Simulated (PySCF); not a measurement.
Vertical excitations of a molecule C5H7F from TDA-PBE/def2-SVPD (PySCF 2.14.0), as energy in eV (oscillator strength): 5.82 (0.000), 6.18 (0.002), 6.40 (0.002), 6.45 (0.192), 7.10 (0.004), 7.15 (0.000), 7.26 (0.001), 7.69 (0.039), 7.74 (0.017), 7.83 (0.003). Lowest triplet (TDA): 4.13 eV. Geometry: B3LYP-D3(BJ)/def2-SVP. The geometry has at least one imaginary mode, so it is a saddle point at that level. The values are those of a single conformer.

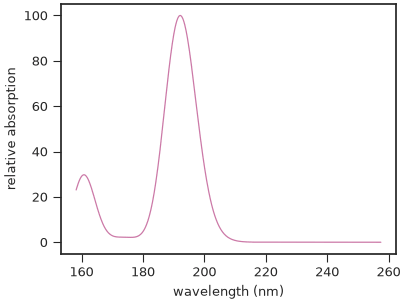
Fig. 1. The lines broadened by 0.4 eV.

Which structure fits?
A. C=C=C[C@@H](C)F
B. FC=C1CCC1
C. CC1=C[C@@H](F)C1
D. C#CC[C@@H](C)F

B, FC=C1CCC1
